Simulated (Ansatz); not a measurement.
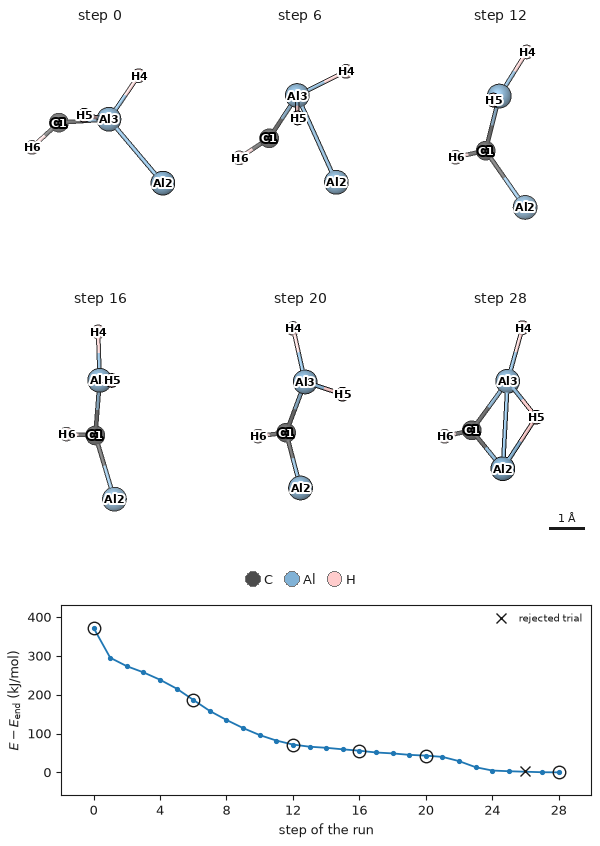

Frames of a relaxation of CH3Al2 (multiplicity 2), marked on the history of the run. Style: ball-and-stick. Shown at a tilt.

It is one of the separated reactants of a reaction.

Computed with UKS PBE-D4/def2-SVP in Ansatz.

The input:
```yaml
crystal:
  periodic: [false, false, false]
  atoms:
    - {symbol: C, position_ang: [-0.280497, 0.664347, 1.314654]}
    - {symbol: Al, position_ang: [0.748725, -2.293728, -0.896238]}
    - {symbol: Al, position_ang: [-0.320714, -0.171282, -0.440249]}
    - {symbol: H, position_ang: [-1.741790, -0.283334, -0.967874]}
    - {symbol: H, position_ang: [0.445505, 0.781647, -1.343152]}
    - {symbol: H, position_ang: [0.665792, 0.980787, 1.672430]}
basis:
  gaussian: {orbitals: def2-SVP}
magnetization: {spin_polarized: true, initial_magnetization: 1}
hamiltonian: {xc: pbe, dispersion: d4}
relax: {f_tol: 0.03, max_steps: 250}
```

Command:
```bash
ansatz run in.yaml --threads 2 --pin off --events-out ev --progress --plain --max-ram 4352MiB
```

> Describe the path.

Over 27 accepted moves (28 points after the start) the energy falls by 372.1 kJ/mol. Largest force component: 1.9 eV/Å at the start, 0.024 eV/Å at the end. The line search rejected the trial step at point 26 of the run. Al2 moves most after the best rigid fit: 1.72 Å. Largest moves by element: Al 1.72 Å, H 1.61 Å, C 0.97 Å. Among the contacts that change: C1–Al2 3.834 → 1.883 Å, Al2–H5 3.122 → 1.847 Å, Al3–H5 1.520 → 1.745 Å, Al2–Al3 2.420 → 2.568 Å. New bonds form, among them: C1–Al2 (3.83 → 1.88 Å). Bond angles that change, for instance: C1–Al3–Al2 122.5° → 47.0°, Al2–Al3–H5 102.4° → 46.0°, Al2–Al3–H4 106.4° → 161.8°. From step 0 to 6: Al2 moves most (0.83 Å), energy −185.4 kJ/mol. From step 6 to 12: Al2 moves most (1.06 Å), energy −115.1 kJ/mol. From step 12 to 16: H4 moves most (0.61 Å), energy −15.9 kJ/mol. From step 16 to 20: Al2 moves most (0.68 Å), energy −12.7 kJ/mol. From step 20 to 28: Al2 moves most (0.77 Å), energy −43.1 kJ/mol.

```
step  E − E(0), kJ/mol  largest force component, eV/Å      note
   0              0.00                         1.8967          
   1            -76.93                         1.0814          
   2            -98.70                         0.7897          
   3           -114.58                         0.8766          
   4           -133.61                         0.4755          
   5           -156.44                         0.4364          
   6           -185.41                         0.5816          
   7           -214.11                         0.5693          
   8           -237.14                         0.5360          
   9           -258.02                         0.3679          
  10           -276.09                         0.3211          
  11           -290.19                         0.3206          
  12           -300.50                         0.3669          
  13           -306.02                         0.3256          
  14           -308.84                         0.3269          
  15           -312.77                         0.1793          
  16           -316.37                         0.3639          
  17           -320.91                         0.2395          
  18           -323.30                         0.4803          
  19           -326.98                         0.1961          
  20           -329.02                         0.6301          
  21           -332.23                         0.9185          
  22           -343.16                         0.5391          
  23           -358.83                         0.5222          
  24           -367.40                         0.4765          
  25           -369.21                         0.4340          
  26           -368.76                         0.3757  rejected
  27           -371.77                         0.1550          
  28           -372.09                         0.0238
```
